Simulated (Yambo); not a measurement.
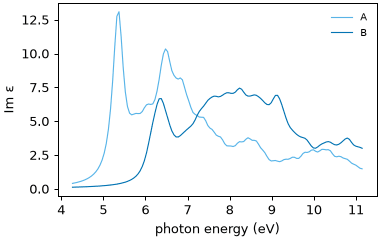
Figure: Two computed absorption spectra of CaI$_{2}$ (CdI2 type, space group P-3m1, No. 164) (Yambo, PBEsol bands with the same scissor, field along x)

Axes are Cartesian, with cell vectors (Å) (4.43, 0.00, 0.00), (-2.22, 3.84, 0.00), (0.00, 0.00, 6.92).

**Question.** Which curve includes the electron-hole attraction (BSE), and where are its main peaks?

**Answer.** Curve A: the attraction moves weight to lower energy (centre of the plotted range 7.2 eV against 8.3 eV). Its peaks lie at 5.4 eV, 6.5 eV, 8.4 eV. Settings: 6×6×4 mesh, 6 valence and 10 conduction bands, static screening with 59 bands and a 4 Ry block, scissor 1.86 eV, Tamm-Dancoff. The scissor comes from a G0W0 run whose convergence isn't established. Broadening 0.15 eV. The band window holds all transitions up to 11.2 eV. Fine structure above the onset can come from the mesh.

Spin-orbit coupling is not included.

Geometry relaxed with PBE+D3(BJ); primitive cell a = b = 4.432 Å, c = 6.920 Å, α = β = 90.00°, γ = 120.00°.
